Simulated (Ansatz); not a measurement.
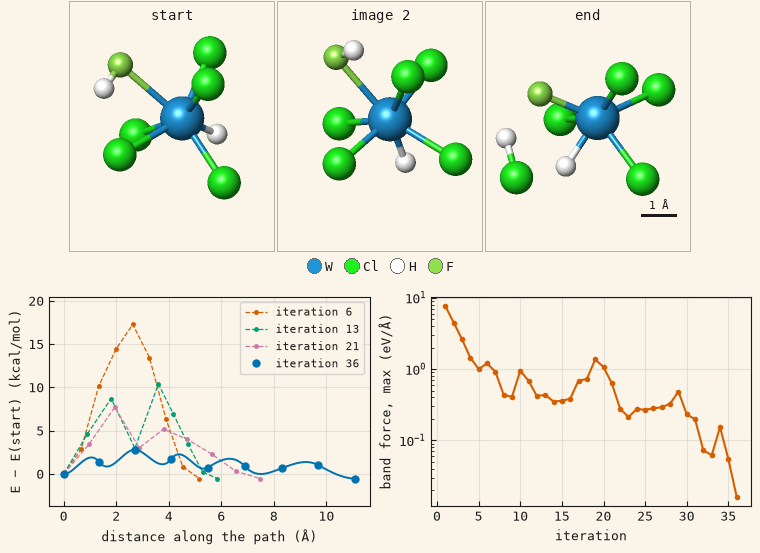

NEB run on WH2Cl5F. Images are numbered from 0 (start) to 8 (end). The plot follows the band through its iterations. The picture is a ball-and-stick view, seen from a free direction.

These are results of Ansatz 0.2.0, RKS PBE/def2-SVP, not measurements. Set-up: 7 movable images; climbing image; force threshold 0.03 eV/Å; iteration limit 60; starting path through a guess of the saddle point.

> Did the band converge, and can the barrier be trusted?

The run is converged, with reservations. The band converged in 36 iterations. The largest component of the band force went from 7.6 to 0.016 eV/Å. The climbing image converged on the top of the path. Its vibrational analysis gives one imaginary mode (274i cm⁻¹), as a transition state must have. The first iteration put the highest image at 194.16 kcal/mol. The energy climbs by 2.81 kcal/mol to image 2 and then falls by 3.34 kcal/mol, so the end point sits at −0.53 kcal/mol. The profile has 2 maxima (images 2, 7) with a dip at image 4, 6 (+0.75 kcal/mol, +0.67 kcal/mol), so the process runs in steps.

The run took 6.9 min on 4 threads of Intel(R) Xeon(R) Platinum 8488C (Sapphire Rapids), on a shared host, peak memory 0.28 GiB.
